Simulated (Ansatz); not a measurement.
Input file:

```
crystal:
  lattice:
    - [-2.0277318956, 2.0277318956, 8.7320498127]
    - [2.0277318956, -2.0277318956, 8.7320498127]
    - [2.0277318956, 2.0277318956, -8.7320498127]
  atoms:
    - { symbol: Zn, position: [0.5, 0.5, 0.0] }
    - { symbol: Cd, position: [0.8385711546, 0.8385711546, 0.0] }
    - { symbol: Cd, position: [0.1614288454, 0.1614288454, 0.0] }
    - { symbol: S, position: [0.5725127065, 0.0725127065, 0.5] }
    - { symbol: S, position: [0.25, 0.75, 0.5] }
    - { symbol: S, position: [0.9274872935, 0.4274872935, 0.5] }
basis:
  ecutwfc: 420
kpoints:
  mp_grid: { grid: [10, 10, 10] }
  band_path:
    path:
      - [[0.0, 0.0, 0.0], [0.0, 0.0, 0.5], [0.25, 0.25, 0.25], [0.0, 0.5, 0.0], [0.0, 0.0, 0.0], [0.5, 0.5, -0.5], [0.2634812, 0.7365188, -0.2634812]]
      - [[-0.2634812, 0.2634812, 0.2634812], [0.0, 0.0, 0.0]]
      - [[0.0, 0.0, 0.5], [-0.02696241, 0.02696241, 0.5]]
      - [[0.5, 0.5, -0.02696241], [0.5, 0.5, -0.5]]
    npoints: 14
hamiltonian:
  xc: pbe
scf:
  occupations: { method: gaussian, width: 0.02 }
  n_extra_bands: 15
output:
  forces: true
  stress: true
  eigenvalues: true
  populations: true
  dos: { projected: true, de: 0.02, nscf_kmesh: { grid: [15, 15, 15] } }
  bader: true
  write_density: true
  write_potential: true
  elf: true
  volumetric_format: npy
```

Run with:

```sh
ansatz run input.yaml --threads 1 --pin off --max-ram 2560MiB --backend cpu --events-out ev --progress --plain --runs-dir out
```

Below, planes, directions and counts refer to the conventional cell (a = 4.06 Å, b = 4.06 Å, c = 17.46 Å, α = 90.00°, β = 90.00°, γ = 90.00°).

Space group I-4m2; a structure generated by program, which may or may not match a known phase.

The calculation used Ansatz 0.2.0, DFT PBE, scalar-relativistic, plane waves, PAW.

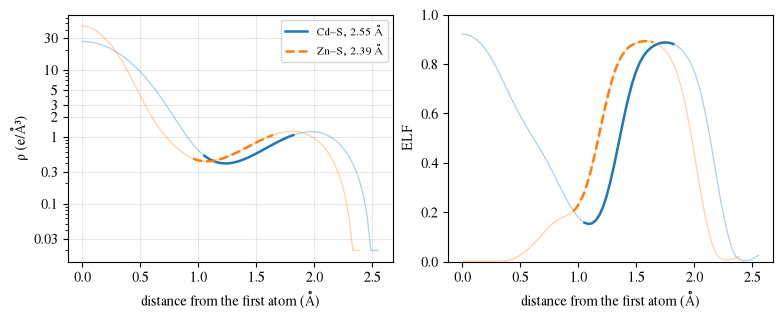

ZnCd2S3. Valence pseudo-density and electron localisation function along straight lines between neighbouring atoms. Thin, pale parts lie inside the atomic spheres.

In a PAW calculation such maps are meaningful between the atoms, not at the nuclei.

> Compare the contacts.

Cd–S (2.55 Å): the density is about 0.4 e/Å³ at the midpoint; the ELF peaks at about 0.90 in the valence shell of S, 0.8 Å from its nucleus, and is about 0.30 at the midpoint.
Zn–S (2.39 Å): ρ is about 0.47 e/Å³ halfway; the ELF peaks at about 0.90 in the valence shell of S, 0.8 Å from its nucleus, and is about 0.55 at the midpoint.
